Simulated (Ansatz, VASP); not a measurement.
# ScF3 in two plane-wave programs, part 2 of 2

One calculation is typed for both programs; each brings its own data sets. How far apart do they land?  Valence electrons are named where the data sets of a main pair hold unlike numbers.

VASP 6.6.1 and Ansatz 0.2.0.

So far. Step 2 (Ansatz: single point, LDA): The run ends at a pressure of -2.97 GPa.

## Step 7: VASP: band structure, LDA

Level of this step: LDA; plane waves and PAW (Sc_sv, F) (VASP).

The same cell, functional (in two slightly different forms), mesh and smearing now go to VASP, with its own data sets.

The input, INCAR:

```
SYSTEM = ScF3
PREC = Accurate
ENCUT = 520
EDIFF = 1E-06
NELM = 100
ISMEAR = -1
SIGMA = 0.05
LREAL = .FALSE.
ALGO = Normal
GGA = CA
NBANDS = 30
LASPH = .TRUE.
LORBIT = 11
LWAVE = .FALSE.
LCHARG = .FALSE.
KPAR = 4
```

The input, POSCAR:

```
ScF3
1.0
    4.0124500000      0.0000000000      0.0000000000
    0.0000000000      4.0124500000      0.0000000000
    0.0000000000      0.0000000000      4.0124500000
Sc F
1 3
Direct
   -0.0064240000     -0.0059770000      0.0215370000
    0.5045270000     -0.0009610000      0.0116250000
    0.0167040000      0.5031160000     -0.0256650000
   -0.0029230000      0.0032380000      0.4988080000
```

The input, KPOINTS:

```
Automatic mesh
0
Gamma
6 6 6
0 0 0
```

The input, KPOINTS_OPT:

```
Line mode
16
Line-mode
Reciprocal
  0.00000000   0.00000000   0.00000000 GAMMA
  0.00000000   0.50000000   0.00000000 X

  0.00000000   0.50000000   0.00000000 X
  0.50000000   0.50000000   0.00000000 M

  0.50000000   0.50000000   0.00000000 M
  0.00000000   0.00000000   0.00000000 GAMMA

  0.00000000   0.00000000   0.00000000 GAMMA
  0.50000000   0.50000000   0.50000000 R

  0.50000000   0.50000000   0.50000000 R
  0.00000000   0.50000000   0.00000000 X

  0.50000000   0.50000000   0.00000000 M
  0.50000000   0.50000000   0.50000000 R
```

PAW data sets: Sc_sv and F (LDA family, release 64).

Run with:

```console
mpirun -np 4 vasp_std
```

Numbers of over 12 decimals in the logs are rounded to 6 here.

The log of the run:

```text
[... set-up lines as in an earlier step ...]
 entering main loop
       N       E                     dE             d eps       ncg     rms          rms(c)
DAV:   1     0.378445087178E+03    0.37845E+03   -0.14654E+04  6808   0.111E+03
DAV:   2     0.786740242943E+00   -0.37766E+03   -0.34129E+03  7330   0.364E+02
DAV:   3    -0.330301341514E+02   -0.33817E+02   -0.33169E+02  9148   0.124E+02
DAV:   4    -0.339468803160E+02   -0.91675E+00   -0.91567E+00  8472   0.210E+01
[...]
DAV:  11    -0.295111806667E+02   -0.19106E-03   -0.69997E-04  9534   0.334E-01    0.866E-02
DAV:  12    -0.295111491083E+02    0.31558E-04   -0.78418E-05  8600   0.168E-01    0.833E-03
DAV:  13    -0.295111499706E+02   -0.86232E-06   -0.49608E-06  7602   0.186E-02
   1 F= -.29511150E+02 E0= -.29511150E+02  d E =-.194427E-10
 Start KPOINTS_OPT (optional k-point list driver)
k-point batch [1-96\96]
       N       E                     dE             ncg
DAV:   1    -0.103610128665E+05   -0.87094E+05     5848
DAV:   2    -0.439439445327E+05   -0.33583E+05     6008
DAV:   3    -0.470742491408E+05   -0.31303E+04     7378
DAV:   4    -0.471658121549E+05   -0.91563E+02     6670
[...]
DAV:   8    -0.471683652771E+05   -0.43974E-04     4584
DAV:   9    -0.471683652796E+05   -0.24580E-05     4628
DAV:  10    -0.471683652799E+05   -0.29148E-06     3870
```

Parts of OUTCAR (step 7):

```text
  Total       -0.7371199     -1.2494633     -0.2201640     -0.0237991      0.0747898      0.0613655
  in kB      -18.2818353    -30.9888300     -5.4604455     -0.5902575      1.8549161      1.5219691
  external PRESSURE =     -18.2437036 kB  Pullay stress =       0.0000000 kB

 POSITION                                       TOTAL-FORCE (eV/Angst)
 -----------------------------------------------------------------------------------
      3.98667      3.98847      0.08642         0.433741      0.305008     -0.958850
      2.02439      4.00859      0.04664        -0.360834      0.012844     -0.016516
      0.06702      2.01873      3.90947        -0.089989     -0.315898      0.187249
      4.00072      0.01299      2.00144         0.017083     -0.001954      0.788116
 -----------------------------------------------------------------------------------
    total drift:                                0.000773      0.001626     -0.001271

  FREE ENERGIE OF THE ION-ELECTRON SYSTEM (eV)
  ---------------------------------------------------
  free  energy   TOTEN  =       -29.5111499706 eV

  energy  without entropy=      -29.5111499706  energy(sigma->0) =      -29.51114997

[... 1 part as in an earlier step ...]

[... 2 further parts left out ...]
[key lines of the parts left out:]
E-fermi :  -2.6880
```

The run ends at a pressure of -1.82 GPa, with forces up to 1.1 eV/Å.

## Step 8: Comparison

Compared:

```csv
quantity,Ansatz,VASP,difference
pressure (GPa),-2.57,-1.82,-0.74
pressure without Ansatz's Pulay correction (GPa),-3.32,-1.82,-1.50
gap over the path points (eV),6.253,6.223,+0.030
```

Forces (eV/Å; atoms numbered as in POSCAR):

```csv
atom,"Ansatz x, y, z","VASP x, y, z"
Sc1,"0.397, 0.275, -0.880","0.434, 0.305, -0.959"
F2,"-0.317, 0.012, -0.014","-0.361, 0.013, -0.017"
F3,"-0.097, -0.282, 0.201","-0.090, -0.316, 0.187"
F4,"0.017, -0.005, 0.693","0.017, -0.002, 0.788"
```

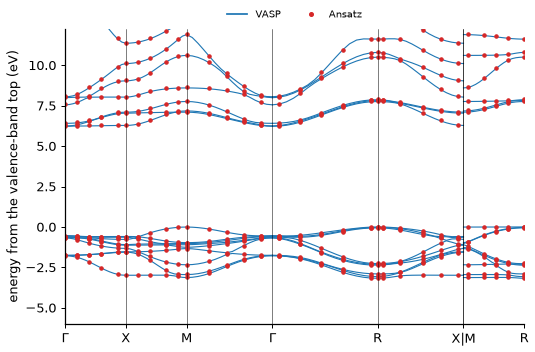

Bands from VASP (lines) and levels from Ansatz (dots). Dots without a line are higher empty bands that the VASP plot leaves out.

Levels at points of the path, from each program's valence-band top (eV; 4 filled, then empty):

```csv
k (reciprocal lattice),Ansatz,VASP
0.000 0.000 0.000,-0.61 -0.60 -0.60 -0.54 6.25 6.28 6.44,-0.61 -0.60 -0.59 -0.53 6.22 6.25 6.41
0.000 0.100 0.000,-0.67 -0.61 -0.58 -0.57 6.27 6.34 6.47,-0.67 -0.61 -0.58 -0.56 6.24 6.32 6.44
0.000 0.200 0.000,-0.72 -0.66 -0.63 -0.60 6.28 6.56 6.59,-0.72 -0.66 -0.63 -0.60 6.25 6.53 6.56
0.000 0.300 0.000,-0.86 -0.72 -0.64 -0.60 6.29 6.79 6.82,-0.86 -0.72 -0.64 -0.60 6.26 6.76 6.80
0.000 0.433 0.000,-1.05 -0.76 -0.64 -0.60 6.30 7.03 7.08,-1.06 -0.77 -0.64 -0.59 6.28 7.00 7.06
0.000 0.500 0.000,-1.09 -0.77 -0.64 -0.60 6.31 7.06 7.12,-1.09 -0.77 -0.64 -0.59 6.28 7.04 7.10
0.100 0.500 0.000,-1.06 -0.75 -0.61 -0.61 6.39 7.08 7.17,-1.07 -0.74 -0.61 -0.61 6.36 7.05 7.15
0.200 0.500 0.000,-1.05 -0.91 -0.71 -0.36 6.61 7.09 7.33,-1.05 -0.91 -0.71 -0.36 6.58 7.07 7.31
0.333 0.500 0.000,-1.09 -1.03 -0.87 -0.12 6.97 7.11 7.60,-1.09 -1.03 -0.87 -0.12 6.95 7.09 7.58
0.433 0.500 0.000,-1.10 -1.02 -0.95 -0.02 7.12 7.16 7.75,-1.10 -1.03 -0.95 -0.02 7.10 7.13 7.73
```

The forces differ by 42 meV/Å r.m.s., which is 10.0 % of the r.m.s. force of 0.418 eV/Å (both taken over all components). Among the levels compared at these points, filled levels agree within 12 meV and empty ones within 30 meV. Ansatz's pressure holds a Pulay correction of 0.76 GPa; VASP's holds none.

## Step 9: Other set-ups

Further runs change the set-up of one program: Ansatz's method, potentials or start, or VASP's data sets, cutoff or form of LDA. The table gives Ansatz less VASP for each quantity, since a change that brings one quantity closer may part another.

```csv
run,r.m.s. force difference (meV/Å),pressure (GPa),gap over the path points (eV),pressure without Ansatz's Pulay correction (GPa)
as above,42,-0.74,0.030,-1.5
cores kept as stored,41,-0.69,0.021,-1.3
norm-conserving potentials (cutoff 1143 eV),41,-0.92,0.052,
```

## Step 10: Results

| Quantity | Value |
| --- | --- |
| difference in gap on the k mesh (single point, LDA) | 0.030 eV |
| difference in pressure (single point, LDA) | -0.63 GPa |
| r.m.s. force difference (band structure, LDA) | 10.0 % of the r.m.s. force |
| difference in pressure (band structure, LDA) | -0.74 GPa |

**Reading.** The r.m.s. force difference is 10.0 % of the r.m.s. force (band structure, LDA), beyond the 3 % picked in this series as the mark of a large difference. For single point, LDA, no further run moves any of the tabulated differences by more than a quarter of its size. Band structure, LDA, cores kept as stored: the difference in gap over the path points goes from 0.030 to 0.021 eV. Band structure, LDA, norm-conserving potentials (cutoff 1143 eV): the difference in gap over the path points goes from 0.030 to 0.052 eV. 2 further runs of this series are not shown here. Such differences can come from data sets, numerical settings and the points named under the comparisons, not from the functional's error against experiment.

[Lines on the potential files, build, host, timing and source positions are cut from VASP's logs without a mark.]

[Logs are printed without paths, hosts, clocks, repeated set-up lines and the standing remarks that a program may print on its own settings, such as how far it seeks lower states.]

[Hosts, paths, dates, database ids (printed as entryN), source tags and the programs' standing remarks are cut or masked in the printed files.]
